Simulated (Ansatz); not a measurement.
**Fe3CuP4, from a guessed structure to a relaxed one**

Starting from a made-up structure for Fe3CuP4, the aim is the relaxed cell, its shortest contacts and, where a second run follows, its electronic structure.

Calculated with Ansatz 0.2.0; DFT, PBEsol, plane-wave PAW, files of the set soft_1, scalar-relativistic, ferromagnetic start, cell and ions relaxed at zero pressure; PAW set soft_1, in the first sound run; inputs show where later runs differ.

**1. Starting point**

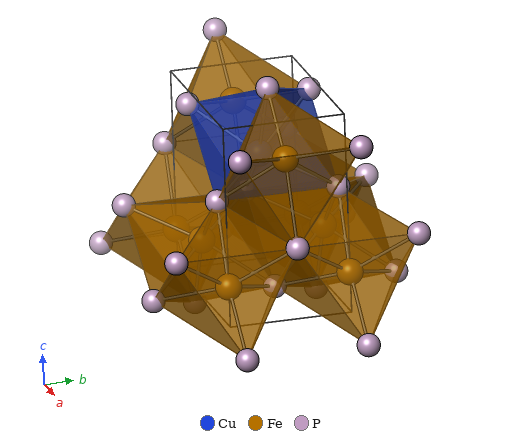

The cell as given, slightly off an axis (copper blue, iron orange, phosphorus pink). Some periodic images of atoms are drawn too.

**2. Relaxing cell and atoms**

The guessed cell has no reason to be at equilibrium. It is relaxed with the atoms, within the space group of the guess.

The input, input.yaml:

```yaml
crystal:
  lattice:
    - [5.071, 0.0, 0.0]
    - [0.0, 3.339, 0.0]
    - [-0.037634419, 0.0, 5.528871915]
  atoms:
    - { symbol: Cu, position: [0.4875, 0.5, 0.6911], spin: 0.6 }
    - { symbol: Fe, position: [0.9959, 0.0, 0.2024], spin: 3.0 }
    - { symbol: Fe, position: [0.4974, 0.0, 0.2933], spin: 3.0 }
    - { symbol: Fe, position: [0.0069, 0.5, 0.8142], spin: 3.0 }
    - { symbol: P, position: [0.8258, 0.0, 0.5843] }
    - { symbol: P, position: [0.3133, 0.0, 0.9252] }
    - { symbol: P, position: [0.1839, 0.5, 0.4137] }
    - { symbol: P, position: [0.7021, 0.5, 0.0824] }
magnetization:
  spin_polarized: true
kpoints:
  mp_grid: { grid: [5, 8, 5] }
scf:
  occupations: { method: fermi_dirac, width: 0.05 }
hamiltonian:
  xc: pbesol
  pseudopotentials: { kind: paw, azcp: { folder: soft_1 }, xc_functional: pbe }
relax:
  f_tol: 0.015
  max_steps: 70
  cell: {}
output:
  forces: true
  stress: true
```

Run with:

```console
ansatz run input.yaml --threads 4 --pin off --max-ram 10240MiB --backend cpu --events-out ev --progress --plain --runs-dir out
```

Numbers of over 12 decimals in the logs are rounded to 6 here.

Log:

```text
Engine: ansatz 0.2.0, x86_64-unknown-linux-gnu
Pseudopotentials: kind: paw
Pseudopotential: Cu, paw, valence charge 19, recommended cutoff 420 eV (normal), soft_1/Cu.paw.azcp
Pseudopotential: Fe, paw, valence charge 16, recommended cutoff 420 eV (normal), soft_1/Fe.paw.azcp
Pseudopotential: P, paw, valence charge 5, recommended cutoff 420 eV (normal), soft_1/P.paw.azcp
Functional definition: PBEsol
  exchange = pbesol_x
  correlation = pbesol_c
Crystal: 8 atoms, lattice volume = 93.615 Å³
Basis set: ecut = 420 eV, 1839 PW (Γ), exchange–correlation on 72×48×80 points (8 copies of the dense FFT grid, shifted against one another)
Bands: 58, of which v1, the nominal top of the filled ones, is band 44 counted from 1 (43 counted from 0)
Symmetry: 2 space group operations
Space group: Pm (ITA 6), of the structure as read, at distance tolerance 4.5e-5 Å
Magnetic group: BNS 6.18 (UNI 25), of the structure as read, at distance tolerance 4.5e-5 Å
k-points: 65 of 200 (time reversal used)
Non-local potential: Cu, projectors of the file, l = 0: 3, l = 1: 2, l = 2: 3, l = 3: 1
Non-local potential: Fe, projectors of the file, l = 0: 3, l = 1: 2, l = 2: 3, l = 3: 1
Non-local potential: P, projectors of the file, l = 0: 2, l = 1: 2, l = 2: 1
PAW form: soft (Blöchl's): semilocal exchange-correlation on the pseudo side does not see the compensation charge
PAW frozen core: Cu, regenerated for the run's functional, and the local potential with it (the file was generated under x = pbe(κ = 0.804, μ = 0.219515), c = pbe(β = 0.066725))
PAW frozen core: Fe, regenerated for the run's functional, and the local potential with it (the file was generated under x = pbe(κ = 0.804, μ = 0.219515), c = pbe(β = 0.066725))
PAW frozen core: P, regenerated for the run's functional, and the local potential with it (the file was generated under x = pbe(κ = 0.804, μ = 0.219515), c = pbe(β = 0.066725))
PAW one-centre angular grid: Cu, 590 points (default); XC on 64 Gauss nodes
PAW one-centre angular grid: Fe, 590 points (default); XC on 64 Gauss nodes
PAW one-centre angular grid: P, 110 points (default); XC on 64 Gauss nodes
Initial density: superposition of atomic densities (chi_scale 0.1, normalization cell)
Starting moments: Σ|m| = 9.6 μB on 4 of 8 sites
Initial wavefunctions: pseudopotential atomic-orbital guess
Functional: x = pbesol(κ = 0.804, μ = 0.123457), c = pbesol(β = 0.046)
SCF iter   1: F=—  HF=-22897.416415 eV  |F-HF|=—  |Δ(HF+E_count)|=         —  Δρ=1.62e-1 (↑1.62e-1 ↓1.47e-1)  dr2=7.11e1  dr2_m=8.26e-1  M=6.518 μB ∫|m|=7.443 μB  β_m=0.30  ethr=3.10e-3  ⟨swp⟩=6.9  Hψ=30341  notcnv=0  defer=25
Mixer restart at iter 1: flushing history
preconditioner: auto → Kerker (q_TF=auto, 2.695 Å⁻¹)  [metal: Δε(μ)=0.004 eV  Ē_g=8.564 eV  σ=0.050 eV  W_gap=0.02  n_scr=34 (ndim 8)  ℏωp=28.5 eV  f_vac=0.000  D(μ)=6.89/eV (n_scr^D=72)]
spin=Collinear: Kerker preconditioning applied to the charge; magnetization (m = ρ↑ − ρ↓) channel mixes plain (no charge-response kernel on spin).
SCF iter   2: F=—  HF=-22897.157332 eV  |F-HF|=—  |Δ(HF+E_count)|=   2.59e-1  Δρ=7.38e-2 (↑7.38e-2 ↓6.85e-2)  dr2=7.56e0  dr2_m=7.04e-1  M=6.087 μB ∫|m|=7.249 μB  β_m=0.27  ethr=3.10e-3  ⟨swp⟩=4.0  Hψ=21657  notcnv=0  defer=556
SCF iter   3: F=—  HF=-22894.655408 eV  |F-HF|=—  |Δ(HF+E_count)|=    2.50e0  Δρ=3.45e-2 (↑3.14e-2 ↓3.45e-2)  dr2=1.31e0  dr2_m=6.99e-1  M=5.791 μB ∫|m|=6.973 μB  β_m=0.41  ethr=3.10e-3  ⟨swp⟩=2.0  Hψ=15614  notcnv=0  defer=638
SCF iter   4: F=—  HF=-22896.730385 eV  |F-HF|=—  |Δ(HF+E_count)|=    2.07e0  Δρ=4.32e-2 (↑3.17e-2 ↓4.32e-2)  dr2=2.85e0  dr2_m=8.49e-1  M=4.877 μB ∫|m|=6.231 μB  β_m=0.40  ethr=1.51e-3  ⟨swp⟩=2.0  Hψ=15178  notcnv=0  defer=640
SCF iter   5: F=—  HF=-22897.927156 eV  |F-HF|=—  |Δ(HF+E_count)|=    1.20e0  Δρ=3.49e-2 (↑2.57e-2 ↓3.49e-2)  dr2=9.66e-1  dr2_m=7.25e-1  M=4.120 μB ∫|m|=5.496 μB  β_m=0.33  ethr=1.51e-3  ⟨swp⟩=2.3  Hψ=9940  notcnv=0  defer=677
SCF iter   6: F=—  HF=-22898.315887 eV  |F-HF|=—  |Δ(HF+E_count)|=   3.89e-1  Δρ=1.94e-2 (↑1.94e-2 ↓1.76e-2)  dr2=1.75e-1  dr2_m=2.40e-1  M=3.483 μB ∫|m|=4.599 μB  β_m=0.45  ethr=1.11e-3  ⟨swp⟩=2.8  Hψ=12869  notcnv=0  defer=686
SCF iter   7: F=—  HF=-22899.708566 eV  |F-HF|=—  |Δ(HF+E_count)|=         —  Δρ=4.31e-2 (↑4.31e-2 ↓3.25e-2)  dr2=7.18e-1  dr2_m=1.04e0  M=0.530 μB ∫|m|=0.897 μB  β_m=1.00  ethr=2.01e-4  ⟨swp⟩=3.9  Hψ=15953  notcnv=0  defer=715
Mixer restart at iter 7: flushing history
SCF iter   8: F=—  HF=-22900.092235 eV  |F-HF|=—  |Δ(HF+E_count)|=   3.84e-1  Δρ=4.39e-2 (↑4.17e-2 ↓4.39e-2)  dr2=3.96e0  dr2_m=8.89e-2  M=0.261 μB ∫|m|=0.407 μB  β_m=0.66  ethr=5.75e-5  ⟨swp⟩=4.9  Hψ=22088  notcnv=0  defer=730
SCF iter   9: F=—  HF=-22901.817369 eV  |F-HF|=—  |Δ(HF+E_count)|=    1.73e0  Δρ=6.29e-2 (↑6.28e-2 ↓6.29e-2)  dr2=9.26e0  dr2_m=1.41e-2  M=0.281 μB ∫|m|=0.370 μB  β_m=0.44  ethr=5.75e-5  ⟨swp⟩=4.0  Hψ=26514  notcnv=0  defer=716  recentre
SCF iter  10: F=—  HF=-22899.531809 eV  |F-HF|=—  |Δ(HF+E_count)|=    2.29e0  Δρ=6.65e-3 (↑6.65e-3 ↓6.36e-3)  dr2=5.73e-2  dr2_m=2.78e-2  M=0.241 μB ∫|m|=0.336 μB  β_m=0.61  ethr=5.75e-5  ⟨swp⟩=4.0  Hψ=25288  notcnv=0  defer=722
SCF iter  11: F=—  HF=-22899.523511 eV  |F-HF|=—  |Δ(HF+E_count)|=   8.30e-3  Δρ=4.52e-3 (↑4.52e-3 ↓4.18e-3)  dr2=9.23e-3  dr2_m=1.50e-2  M=0.173 μB ∫|m|=0.239 μB  β_m=0.81  ethr=5.75e-5  ⟨swp⟩=2.4  Hψ=11068  notcnv=0  defer=728
SCF iter  12: F=—  HF=-22899.530224 eV  |F-HF|=—  |Δ(HF+E_count)|=   6.71e-3  Δρ=5.96e-3 (↑5.96e-3 ↓5.84e-3)  dr2=1.12e-1  dr2_m=4.61e-4  M=0.046 μB ∫|m|=0.072 μB  β_m=0.79  ethr=1.06e-5  ⟨swp⟩=2.0  Hψ=13989  notcnv=0  defer=728  recentre
SCF iter  13: F=—  HF=-22899.528660 eV  |F-HF|=—  |Δ(HF+E_count)|=   1.56e-3  Δρ=4.28e-3 (↑4.28e-3 ↓4.02e-3)  dr2=4.23e-2  dr2_m=1.18e-3  M=0.051 μB ∫|m|=0.074 μB  β_m=0.82  ethr=1.06e-5  ⟨swp⟩=2.0  Hψ=14805  notcnv=0  defer=728
SCF iter  14: F=—  HF=-22899.524244 eV  |F-HF|=—  |Δ(HF+E_count)|=   4.42e-3  Δρ=1.91e-3 (↑1.91e-3 ↓1.60e-3)  dr2=9.43e-3  dr2_m=3.25e-4  M=0.028 μB ∫|m|=0.041 μB  β_m=0.79  ethr=1.06e-5  ⟨swp⟩=2.0  Hψ=11486  notcnv=0  defer=728
SCF iter  15: F=—  HF=-22899.523632 eV  |F-HF|=—  |Δ(HF+E_count)|=   6.12e-4  Δρ=1.18e-3 (↑9.97e-4 ↓1.18e-3)  dr2=3.76e-3  dr2_m=7.08e-5  M=0.016 μB ∫|m|=0.026 μB  β_m=0.64  ethr=1.06e-5  ⟨swp⟩=2.0  Hψ=9481  notcnv=0  defer=728
SCF iter  16: F=—  HF=-22899.523207 eV  |F-HF|=—  |Δ(HF+E_count)|=   4.25e-4  Δρ=2.92e-4 (↑2.14e-4 ↓2.92e-4)  dr2=7.15e-5  dr2_m=2.03e-5  M=0.001 μB ∫|m|=0.006 μB  β_m=0.82  ethr=4.32e-6  ⟨swp⟩=2.1  Hψ=10283  notcnv=0  defer=728
[...]
Initial wavefunctions: pseudopotential atomic-orbital guess (no wavefunctions were taken with the density)
iter 1 solved again at ethr=7.65e-7 eV; its pass at ethr=3.10e-3 eV (dr2=6.66e-4 eV) is discarded
SCF iter   1: F=—  HF=-22899.905891 eV  |F-HF|=—  |Δ(HF+E_count)|=         —  Δρ=1.05e-4 (↑1.05e-4 ↓1.05e-4)  dr2=5.19e-6  dr2_m=7.04e-13  M=-0.000 μB ∫|m|=0.000 μB  β_m=0.65  ethr=7.65e-7  ⟨swp⟩=3.0  Hψ=51442  notcnv=0
spin=Collinear: Kerker preconditioning applied to the charge; magnetization (m = ρ↑ − ρ↓) channel mixes plain (no charge-response kernel on spin).
SCF iter   2: F=—  HF=-22899.905910 eV  |F-HF|=—  |Δ(HF+E_count)|=   1.91e-5  Δρ=5.77e-5 (↑5.77e-5 ↓5.77e-5)  dr2=4.78e-6  dr2_m=2.53e-13  M=-0.000 μB ∫|m|=0.000 μB  β_m=0.48  ethr=5.97e-9  ⟨swp⟩=2.0  Hψ=12894  notcnv=0
SCF iter   3: F=—  HF=-22899.905912 eV  |F-HF|=—  |Δ(HF+E_count)|=   1.80e-6  Δρ=3.99e-5 (↑3.99e-5 ↓3.99e-5)  dr2=2.24e-6  dr2_m=3.42e-13  M=-0.000 μB ∫|m|=0.000 μB  β_m=0.40  ethr=5.50e-9  ⟨swp⟩=2.0  Hψ=13110  notcnv=0
SCF iter   4: F=—  HF=-22899.905913 eV  |F-HF|=—  |Δ(HF+E_count)|=   1.25e-6  Δρ=9.53e-6 (↑9.53e-6 ↓9.52e-6)  dr2=1.06e-7  dr2_m=2.59e-13  M=-0.000 μB ∫|m|=0.000 μB  β_m=0.48  ethr=2.57e-9  ⟨swp⟩=2.0  Hψ=11924  notcnv=0
SCF iter   5: F=—  HF=-22899.905913 eV  |F-HF|=—  |Δ(HF+E_count)|=   4.70e-7  Δρ=6.60e-6 (↑6.60e-6 ↓6.59e-6)  dr2=1.29e-7  dr2_m=1.46e-13  M=-0.000 μB ∫|m|=0.000 μB  β_m=0.48  ethr=1.22e-10  ⟨swp⟩=2.1  Hψ=8752  notcnv=0
SCF iter   6: F=—  HF=-22899.905914 eV  |F-HF|=—  |Δ(HF+E_count)|=   3.29e-7  Δρ=5.19e-6 (↑5.19e-6 ↓5.19e-6)  dr2=5.79e-8  dr2_m=5.95e-14  M=-0.000 μB ∫|m|=0.000 μB  β_m=0.74  ethr=1.22e-10  ⟨swp⟩=2.1  Hψ=11415  notcnv=0
SCF iter   7: F=—  HF=-22899.905914 eV  |F-HF|=—  |Δ(HF+E_count)|=   1.53e-7  Δρ=1.53e-6 (↑1.53e-6 ↓1.53e-6)  dr2=7.25e-9  dr2_m=1.92e-14  M=-0.000 μB ∫|m|=0.000 μB  β_m=0.70  ethr=6.65e-11  ⟨swp⟩=2.6  Hψ=13564  notcnv=0
SCF iter   8: F=—  HF=-22899.905913 eV  |F-HF|=—  |Δ(HF+E_count)|=   3.25e-7  Δρ=8.48e-7 (↑8.48e-7 ↓8.45e-7)  dr2=1.62e-9  dr2_m=7.50e-15  M=-0.000 μB ∫|m|=0.000 μB  β_m=0.59  ethr=8.33e-12  ⟨swp⟩=2.0  Hψ=12312  notcnv=0
SCF iter   9: F=—  HF=-22899.905913 eV  |F-HF|=—  |Δ(HF+E_count)|=  1.27e-10  Δρ=1.43e-7 (↑1.43e-7 ↓1.42e-7)  dr2=7.05e-11  dr2_m=3.67e-15  M=-0.000 μB ∫|m|=0.000 μB  β_m=0.79  ethr=1.86e-12  ⟨swp⟩=2.0  Hψ=12310  notcnv=0
SCF iter  10: F=—  HF=-22899.905913 eV  |F-HF|=—  |Δ(HF+E_count)|=  1.42e-10  Δρ=2.23e-7 (↑2.23e-7 ↓2.20e-7)  dr2=1.29e-10  dr2_m=3.26e-15  M=-0.000 μB ∫|m|=0.000 μB  β_m=0.79  ethr=1.00e-12  ⟨swp⟩=2.0  Hψ=8610  notcnv=0
SCF iter  11: F=—  HF=-22899.905913 eV  |F-HF|=—  |Δ(HF+E_count)|=  2.76e-10  Δρ=4.69e-8 (↑4.69e-8 ↓4.64e-8)  dr2=1.06e-11  dr2_m=5.24e-16  M=-0.000 μB ∫|m|=0.000 μB  β_m=0.76  ethr=1.00e-12  ⟨swp⟩=2.0  Hψ=9186  notcnv=0
SCF iter  12: F=—  HF=-22899.905913 eV  |F-HF|=—  |Δ(HF+E_count)|=  3.64e-12  Δρ=4.00e-8 (↑3.99e-8 ↓4.00e-8)  dr2=4.94e-12  dr2_m=2.75e-16  M=-0.000 μB ∫|m|=0.000 μB  β_m=0.81  ethr=1.00e-12  ⟨swp⟩=1.0  Hψ=7540  notcnv=0
SCF iter  13: F=—  HF=-22899.905913 eV  |F-HF|=—  |Δ(HF+E_count)|=    0.00e0  Δρ=1.32e-7 (↑1.32e-7 ↓1.32e-7)  dr2=8.70e-11  dr2_m=2.69e-17  M=-0.000 μB ∫|m|=0.000 μB  β_m=0.70  ethr=1.00e-12  ⟨swp⟩=1.0  Hψ=7540  notcnv=0
SCF iter  14: F=-22899.905913 eV  HF=-22899.905913 eV  |F-HF|=3.64e-12  |Δ(HF+E_count)|=  3.64e-12  Δρ=3.91e-8 (↑3.90e-8 ↓3.91e-8)  dr2=6.30e-12  dr2_m=4.54e-18  M=-0.000 μB ∫|m|=0.000 μB  ethr=1.00e-12  ⟨swp⟩=2.0  Hψ=17765  notcnv=0
the starting moments were not kept: the SCF closed with an absolute magnetisation of 1.3e-8 μB, where they sum to 9.6 μB in size (4 sites). That is at most 0.1 of that sum. Measured as dr2_m measures the in/out step, that magnetisation stands 8.5e-17 eV from none, at or under the dr2_threshold of 8.0e-11 eV: it is no larger than a step whose dr2_m would equal this threshold.
SCF 8 converged in 14 iterations: F = -22899.905913 eV  dr2 = 6.30e-12
relax step   8: F+E_penalty+E_count = -22899.90591347 eV  Δ(F+E_penalty+E_count) = +8.956e-4 eV  max|allowed force component| = 3.829e-3 eV/Å  Δτ_max = 0.0000 Å  P = +0.002 GPa  Ω = 91.763 Å³  stress off target by 1.48e-2 GPa  SCF on the basis re-selected at this cell (its energy is not comparable with the rows above)  (14 SCF iters)
basis re-selected at this cell: Δ(F+E_penalty+E_count) = +8.956e-4 eV, ΔP = +0.001 GPa vs the last step (what re-selecting the basis moved, of the pressure what is left beyond the Pulay correction that the steps carried, after the strain that the cell walked since its last selection, with what the two solves' SCF thresholds leave and, on support functions, any second-order correction that the steps lacked; it is no m [...]
SCF converged after 14 iterations
Magnetization: -0.0000 μB (43.5000 up, 43.5000 down)
Absolute magnetization: 0.0000 μB (∫|ρ↑−ρ↓|, with the PAW one-centre terms)
Spin contamination: 0.0000 ħ² per cell (⟨S²⟩ above its minimum at these occupations)
Per-site moments (μB) at R_I (Å): [(-4.932385604779961e-10, 0.922319), (1.0134949099256951e-9, 0.877541), (-4.2433160717064735e-9, 0.923232), (-5.051881324289091e-9, 0.914892), (1.6874175491114647e-10, 0.923693), (-2.1226874372482124e-10, 0.877541), (4.6249667931455334e-11, 0.917958), (1.4653972015547804e-10, 0.914892)]
Free energy (F): -22899.905913 eV
Harris-Foulkes:  -22899.905913 eV  (|F-HF|=3.64e-12)
Internal energy: -22899.871849 eV  (E = F + TS)
E sigma→0 (E₀):  -22899.888881 eV
Entropy (-TS):   -0.034065 eV (-4.258 meV/atom)
Fermi energy:    16.403784 eV
--- Per-component energies (eV) ---
  E_band       = -964.360801
  E_kinetic    = 1565.898200
  E_local      = -13458.492282  (includes V_loc(G=0)·N_el)
  E_nonlocal   = 1882.312981
  E_hartree    = 5779.885432
  E_xc         = -702.512697
  E_vxc        = -779.214757  (∫ρ·V_xc dr)
  E_paw        = -7997.889979  (= ΣΔE_a)
  E_vpaw       = -1734.633905  (= ΣTr[D̂ρ^β])
  E_aug_tail   = -0.001925  (compensation charges beyond the density's cutoff)
  E_ewald      = -9969.999772
  E_core_change = 0.928193  (= ΣΔE_core)
  E_smearing   = -0.034065  (= −TS)
  E_closure    = -0.000000  (closes the sum)
  Σ components = -22899.905913   (vs F -22899.905913, Δ=0.00e0)
--- Forces (eV/Å), atoms counted from 1 ---
  atom   1  Cu     0.00118992     0.00000000    -0.00066149
  atom   2  Fe    -0.00223171     0.00000000     0.00084732
  atom   3  Fe     0.00152596     0.00000000    -0.00096916
  atom   4  Fe    -0.00319161     0.00000000    -0.00022216
  atom   5  P     -0.00172636     0.00000000     0.00183978
  atom   6  P      0.00009616     0.00000000     0.00002925
  atom   7  P      0.00382922     0.00000000     0.00120825
  atom   8  P      0.00050814     0.00000000    -0.00207177
  max |Σ_I F_I| component: 2.76e-7 eV/Å
--- Stress (GPa, compression-positive) ---
       -0.000279       0.000000      -0.004853
        0.000000      -0.008122       0.000000
       -0.004853       0.000000       0.013210
  P = ⅓ Tr σ = 0.0016 GPa (0.016 kbar)
--- Relaxed structure (7 steps of the walk, 7 accepted, 1 SCFs on fresh bases) ---
  F+E_penalty+E_count = -22899.90591347 eV   max|allowed force component| = 3.829e-3 eV/Å   (the final SCF, on the basis selected at the relaxed cell)
  cell:  # Å, volume = 91.7633 Å³
    - [4.994834, -2.450004228830613e-18, -0.011034]
    - [-1.6132053086305298e-18, 3.289403, 7.543487941674889e-18]
    - [-0.049099, 1.2509041828806674e-17, 5.585208]
  atoms:
    - { symbol: Cu, position: [0.506192, 0.5, 0.690657] }
    - { symbol: Fe, position: [0.995525, -1.1674950548866082e-18, 0.199225] }
    - { symbol: Fe, position: [0.500329, 1.6577275821753145e-18, 0.297809] }
    - { symbol: Fe, position: [-0.000788663, 0.5, 0.804406] }
    - { symbol: P, position: [0.832015, -3.2518549368835533e-18, 0.575456] }
    - { symbol: P, position: [0.291267, 1.0406720423095909e-18, 0.928030] }
    - { symbol: P, position: [0.182195, 0.5, 0.411223] }
    - { symbol: P, position: [0.706065, 0.5, 0.099795] }
```

It took 3 min on 4 threads of Intel Xeon Platinum 8488C (Sapphire Rapids), shared host; peak memory 0.87 GiB; 12 min of CPU time.

The steps of the relaxation:

| step | energy less that of the first step (eV) | largest force component (eV/Å) | pressure (GPa) | volume (Å³) |
| --- | --- | --- | --- | --- |
| 1 | 0.0000 | 1.6328 | -4.16 | 93.62 |
| 2 | -0.2893 | 0.9482 | -2.27 | 92.67 |
| 3 | -0.3749 | 0.2077 | 1.39 | 91.21 |
| 4 | -0.3796 | 0.2280 | -0.02 | 91.78 |
| 5 | -0.3828 | 0.0761 | -0.09 | 91.79 |
| 6 | -0.3836 | 0.0143 | 0.04 | 91.76 |
| 7 | -0.3836 | 0.0039 | 0.00 | 91.76 |
| 8* | -0.3827 | 0.0038 | 0.00 | 91.76 |

Relaxation steps marked * repeat the geometry before them on a plane-wave basis chosen anew for their cell, so energy and pressure can jump there.

Forces are held to the 2 operations that the run works with; a distortion that breaks them can't arise in this run.

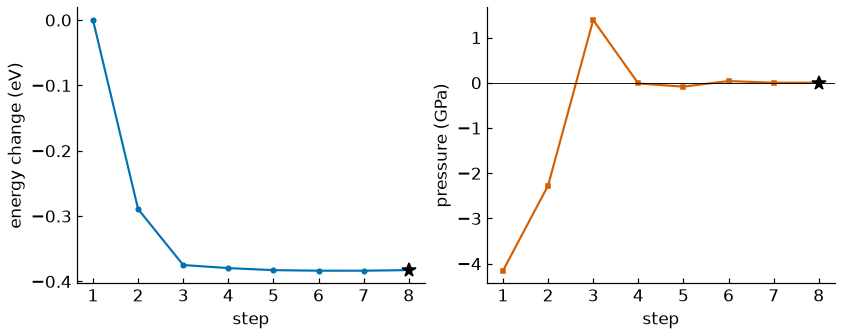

Energy and pressure along the relaxation. Stars mark steps on a basis chosen anew.

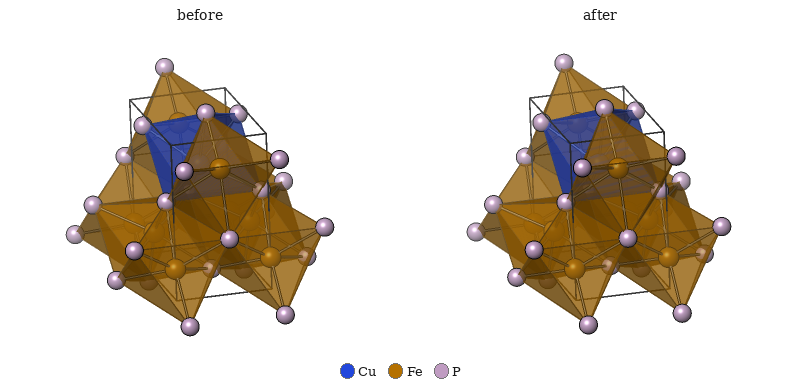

Before and after, at one scale.

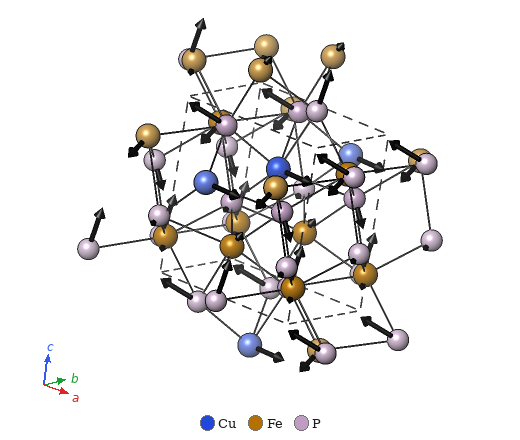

Displacements in the relaxation, exaggerated, measured against the changing cell; the longest in the cell stands for 0.11 Å. Some periodic images of atoms are drawn too.

| cell as run | before | after | change |
| --- | --- | --- | --- |
| a (Å) | 5.071 | 4.995 | -1.5 % |
| b (Å) | 3.339 | 3.289 | -1.5 % |
| c (Å) | 5.529 | 5.585 | +1.0 % |
| β (°) | 90.39 | 90.63 | +0.3 % |
| volume (Å³/atom) | 11.70 | 11.47 | -2.0 % |

The atoms that moved most (Å, as changes of fractional coordinates times the final cell):

| atom | dx | dy | dz | length |
| --- | --- | --- | --- | --- |
| P6 | -0.110 | 0.000 | 0.016 | 0.111 |
| P8 | 0.019 | 0.000 | 0.097 | 0.099 |
| Cu1 | 0.093 | 0.000 | -0.003 | 0.093 |
| Fe4 | -0.038 | 0.000 | -0.055 | 0.066 |
| P5 | 0.031 | 0.000 | -0.049 | 0.059 |
| Fe3 | 0.014 | 0.000 | 0.025 | 0.029 |
| Fe2 | -0.002 | 0.000 | -0.018 | 0.018 |
| P7 | -0.008 | 0.000 | -0.014 | 0.016 |

The relaxed structure:

```cif
data_structure
_symmetry_space_group_name_H-M 'P 1'
_symmetry_Int_Tables_number 1
_cell_length_a 4.9948
_cell_length_b 3.2894
_cell_length_c 5.5854
_cell_angle_alpha 90.000
_cell_angle_beta 90.630
_cell_angle_gamma 90.000
_cell_volume 91.76
loop_
_atom_site_label
_atom_site_type_symbol
_atom_site_fract_x
_atom_site_fract_y
_atom_site_fract_z
_atom_site_occupancy
Cu1 Cu 0.50619 0.50000 0.69066 1
Fe2 Fe 0.99553 0.00000 0.19922 1
Fe3 Fe 0.50033 0.00000 0.29781 1
Fe4 Fe 0.99921 0.50000 0.80441 1
P5 P 0.83202 0.00000 0.57546 1
P6 P 0.29127 0.00000 0.92803 1
P7 P 0.18220 0.50000 0.41122 1
P8 P 0.70606 0.50000 0.09980 1
```

Numbers from this step:

```yaml
free_energy: -22899.9059 eV
energy_at_zero_smearing: -22899.8889 eV
smearing_term_ts: 0.03406 eV
fermi_energy: 16.40 eV
electrons: 87
symmetry_operations: 2
pressure: 0.001603 GPa
```

(Part 1 of 2 ends here.)

[Logs are printed without paths, hosts, clocks, repeated set-up lines and the standing remarks that a program may print on its own settings, such as how far it seeks lower states.]

[Hosts, paths, dates, database ids (printed as entryN), source tags and the programs' standing remarks are cut or masked in the printed files.]
